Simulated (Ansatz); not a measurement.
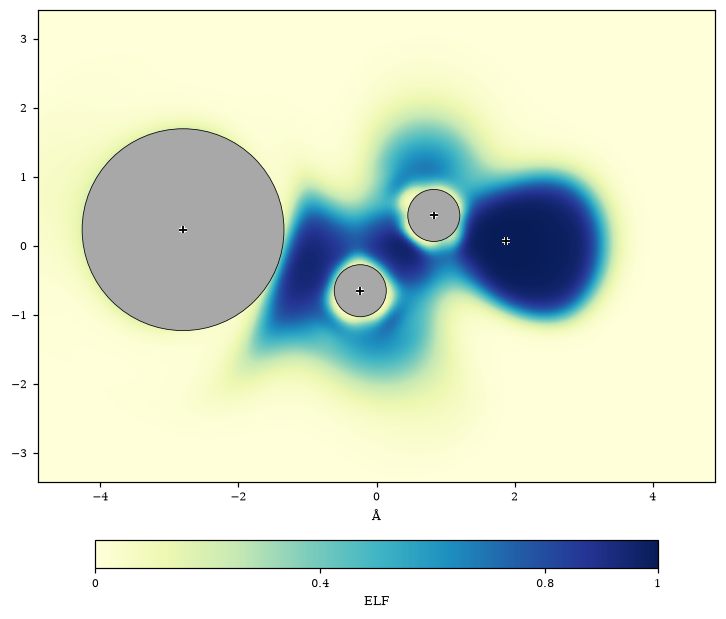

The ELF on a plane through atoms (crosses mark nuclei in the plane; grey discs cover the cores).

Level of theory: isolated molecule in a Gaussian basis; Kohn-Sham density functional theory, functional PBE0 (Ansatz 0.2.0).

Candidates:
A. C₂H₅K (SMILES C[CH2][K])
B. BH₂Si (SMILES B[Si]) (doublet)
C. CH₅GeN (SMILES [CH3][Ge-]=[NH2+])

### Which candidate gave the map?

Candidate A: C₂H₅K on the plane of atoms C2, C1 and H6, which holds C, K and H. C–C (1.52 Å): the ELF peaks at about 0.95 between the atoms, as expected for a covalent bond. C–K (2.71 Å): the ELF peaks at about 0.95 in the valence shell of C, 0.8 Å from its nucleus, and is about 0.20 at the midpoint.
